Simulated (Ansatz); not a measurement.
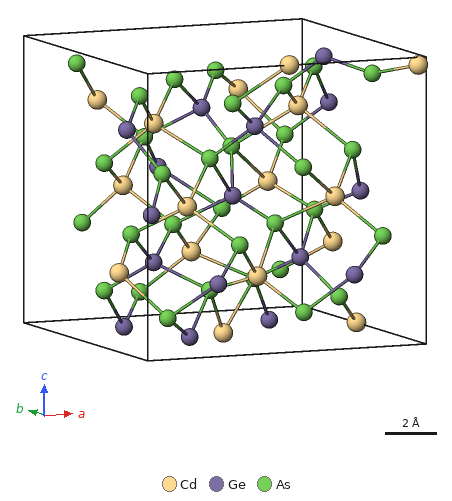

Starting frame of a dynamics run of an amorphous cell of composition Cd$_{16}$Ge$_{16}$As$_{32}$ (64 atoms in the cell). The picture is a ball-and-stick view of the simulation cell, seen slightly off an axis. Bonds to atoms that aren't drawn are left out.

Computed with Ansatz, DFT, PBEsol, PAW, plane waves.

Run with plane-wave cutoff 420 eV; k-point mesh 1 × 1 × 1; Fermi-Dirac smearing 0.01 eV; Langevin thermostat (NVT); set temperature 2500 K, then 2500 K at the end of 300 steps, then to 300 K over 300 steps; time step 2.5 fs. The run takes 1.50 ps.

Q: Predict how the run goes.

A: Under the programmed temperature the kinetic temperature goes from 2518 K (first eighth) to 644 K (last eighth), with a peak of 2824 K. That is well off the final set point of 300 K. The potential energy in the second half lies on average 13.7 meV per atom below the first frame. Root-mean-square distances from the starting positions over the second half, with the common drift of all atoms taken out: As 2.06 Å, Ge 2.03 Å, Cd 1.76 Å. That is a large part of the typical shortest distance between atoms in the first frame, about 2.3 Å and still growing: the atoms leave their places as in a liquid.

Along the run:

```tsv
time (fs)	potential energy (meV/atom)	T (K)
0.0	0.0	2461
197.5	-104.1	2556
397.5	-18.0	2692
597.5	47.7	2556
797.5	25.4	2824
997.5	3.5	1857
1197.5	13.0	1297
1397.5	-71.5	781
```

The frame at 1.50 ps:

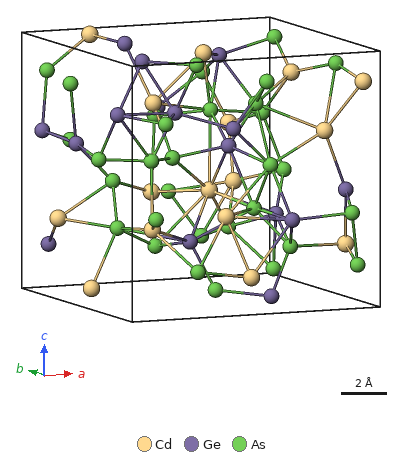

Limits of the set-up: the program's low-accuracy preset was used.
